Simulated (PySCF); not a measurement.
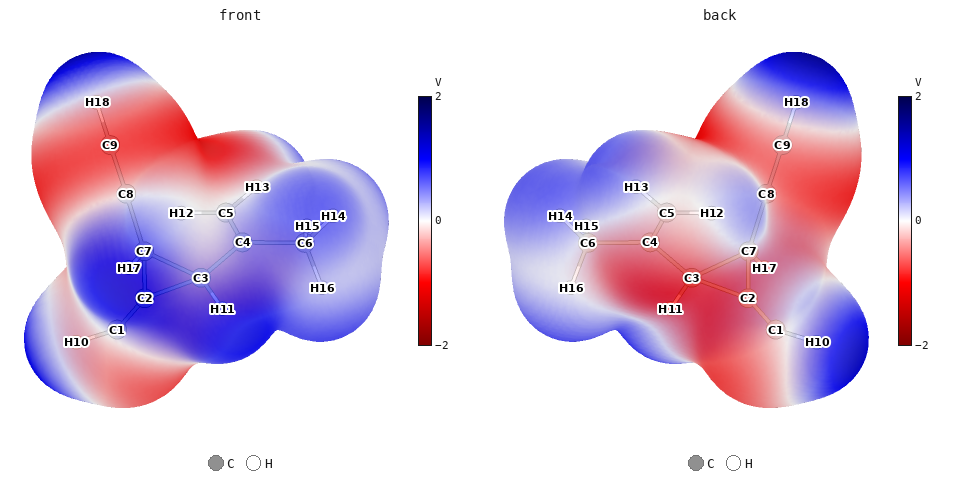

Figure 1: C9H9 (doublet). The molecular electrostatic potential painted on the density surface at 0.002 e/bohr³, seen from the front and from behind; the colour scale runs from red (negative) to blue (positive).

Geometry: GFN2-xTB.

Computed with UKS B3LYP, pcH-1 on C H, non-relativistic, mean-field spin-orbit, GIAO in PySCF.

```yaml
atoms:
  - { symbol: C, position_ang: [1.1638, -2.2261, -1.3203] }
  - { symbol: C, position_ang: [1.0014, -1.0239, -1.0115] }
  - { symbol: C, position_ang: [0.1521, 0.1929, -0.9596] }
  - { symbol: C, position_ang: [-1.0520, 0.2208, -0.0963] }
  - { symbol: C, position_ang: [-1.2136, -0.5957, 0.9362] }
  - { symbol: C, position_ang: [-2.0703, 1.2514, -0.4831] }
  - { symbol: C, position_ang: [1.5502, 0.2781, -0.3681] }
  - { symbol: C, position_ang: [1.7707, 0.2872, 1.0243] }
  - { symbol: C, position_ang: [1.9638, 0.2654, 2.2107] }
  - { symbol: H, position_ang: [1.7957, -3.0734, -1.3160] }
  - { symbol: H, position_ang: [0.0312, 0.7163, -1.9037] }
  - { symbol: H, position_ang: [-0.4805, -1.3395, 1.1939] }
  - { symbol: H, position_ang: [-2.0908, -0.5476, 1.5576] }
  - { symbol: H, position_ang: [-2.9209, 1.2260, 0.1924] }
  - { symbol: H, position_ang: [-1.6294, 2.2479, -0.4538] }
  - { symbol: H, position_ang: [-2.4242, 1.0722, -1.4984] }
  - { symbol: H, position_ang: [2.3066, 0.7818, -0.9602] }
  - { symbol: H, position_ang: [2.1375, 0.2723, 3.2443] }
```

Question: Describe the electrostatic potential map.

Answer: The most negative region (about −1.1 V, or −25 kcal/mol for a unit charge) lies over the π face of C4, C5, C8 and C9, the most positive (about +1.5 V, or +35 kcal/mol for a unit charge) over H18.
